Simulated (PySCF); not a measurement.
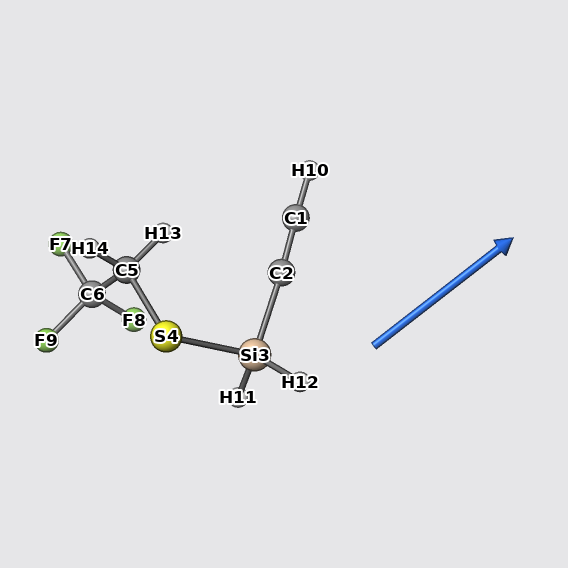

The arrow beside the molecule shows the direction of the dipole moment, from the negative to the positive end (its length means nothing). The computed structure is the end point of a GFN2-xTB optimisation. No frequency run is at hand to confirm it as a minimum. Level of theory: PBE0/def2-SVPD, gas phase (PySCF 2.14.0).

> How large is the dipole moment?

2.40 D; it points from the side of F9 to the side of H10 (the outermost atoms at the two ends).

The geometry is semi-empirical. Around Si such bond lengths and angles can be off by a tenth of an ångström or more and by several degrees, and values that hang on the shape move with them.
